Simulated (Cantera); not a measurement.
Feed: 1 mol Si, a varied amount of NF3, 39 mol N2, equilibrated at 1075 °C and 25.0 Pa.

Method: chemical equilibrium by Gibbs-energy minimisation in Cantera with the NASA 1993 tables (ideal gas, pure condensed phases). Candidate condensed phases: Si, Si3N4; 16 gas species. The tables' values for SiF3, SiF2 are old estimates; treat these amounts as uncertain. The numbers say what is thermodynamically allowed, not how fast it happens.

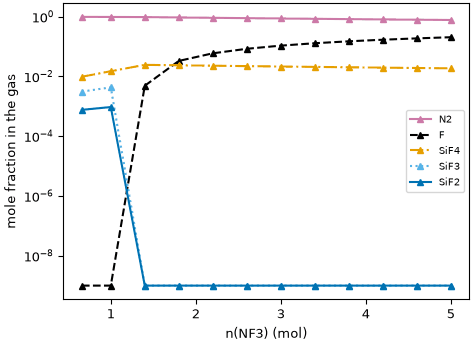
Equilibrium gas composition (values under 1e-9 drawn at 1e-9)

Problem. Read off the mole fractions at 3.4 mol NF3.

Solution. N2 about 0.85, F about 0.13, SiF4 about 0.021.
